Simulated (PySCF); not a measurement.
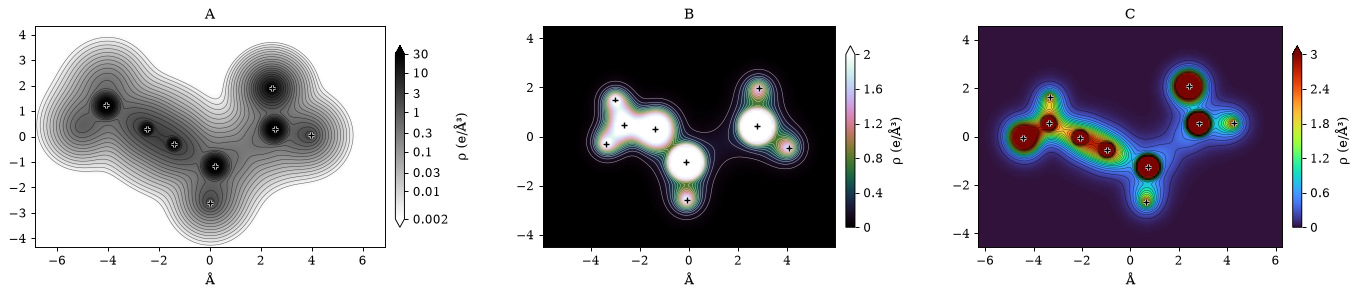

The electron density of 3 systems, each on a plane through atoms (crosses mark nuclei in the plane).

The calculation used CAM-B3LYP/def2-SVPD, SCF density, gas phase (PySCF 2.14.0).

System 1: C4H9FSi3, the plane of atoms C5, Si4 and H12. Geometry: GFN2-xTB.

```csv
atom,x (Å),y (Å),z (Å)
F,-2.1458,-2.3795,-0.0754
Si,-2.6309,-0.8659,0.2358
C,-1.6463,-0.1155,1.6878
Si,-0.6964,1.0689,0.5015
C,1.0892,0.6259,0.3290
C,2.2519,0.3049,0.2181
Si,4.0247,-0.1942,0.0498
C,-1.7813,0.3797,-0.9333
H,-4.0781,-0.9795,0.2885
H,-2.2516,0.3939,2.4329
H,-1.0201,-0.8231,2.2250
H,-0.8402,2.5023,0.7810
H,4.1353,-1.1299,-1.0719
H,4.4399,-0.8325,1.3020
H,4.8172,1.0130,-0.2031
H,-2.4484,1.1140,-1.3764
H,-1.2262,-0.0706,-1.7520
```

System 2: C5H7FOSi2, the plane of atoms C4, Si5 and H11. Geometry: GFN2-xTB.

```xyz
16

O     4.8336    0.8697    0.2210
C     3.8954    0.2291    0.6167
C     2.5432    0.3727    0.1837
C     1.3949    0.4953   -0.1788
Si   -0.3845    0.6745   -0.6665
C    -1.2487   -1.0325   -0.8701
Si   -2.2156   -0.7967    0.7623
F    -1.6083   -1.7453    1.9227
C    -1.4817    0.9636    0.8878
H     4.0082   -0.5604    1.3889
H    -0.4936    1.6241   -1.7740
H    -0.5843   -1.8920   -0.8905
H    -1.8730   -1.1001   -1.7565
H    -3.6466   -1.0254    0.8347
H    -2.2076    1.7624    0.7684
H    -0.9389    1.1699    1.8062
```

System 3: CH5Cl2Ga2N (SMILES C=[N][GaH-]1[Cl+][GaH2-][Cl+]1), the plane of atoms C1, N2 and Ga3. Geometry: GFN2-xTB.

```yaml
atoms:
  - { symbol: C, position_ang: [2.8010, -0.4174, 0.0673] }
  - { symbol: N, position_ang: [1.5583, -0.2715, -0.0327] }
  - { symbol: Ga, position_ang: [0.2366, 1.0220, 0.0183] }
  - { symbol: Cl, position_ang: [-1.3033, 0.0744, 1.4304] }
  - { symbol: Ga, position_ang: [-2.5974, -0.5423, -0.3243] }
  - { symbol: Cl, position_ang: [-1.0968, 0.3987, -1.7383] }
  - { symbol: H, position_ang: [3.2277, -1.4201, -0.0150] }
  - { symbol: H, position_ang: [3.5245, 0.3874, 0.2330] }
  - { symbol: H, position_ang: [0.1462, 2.5611, 0.1793] }
  - { symbol: H, position_ang: [-2.5865, -2.0812, -0.4847] }
  - { symbol: H, position_ang: [-3.9049, 0.2917, -0.3194] }
```

Q: Match each panel to its system.

A: Panel A is system 1, C4H9FSi3: the plane holds F, Si, C and H. C–C (1.21 Å): the density is about 2.8 e/Å³ at the midpoint. Panel B is system 3, CH5Cl2Ga2N: the plane holds C, N, Ga and H. C–N (1.26 Å): ρ at the midpoint is about 2.8 e/Å³. Panel C is system 2, C5H7FOSi2: the plane holds O, C, Si, F and H. C–O (1.20 Å): the density is about 3.4 e/Å³ at the midpoint.
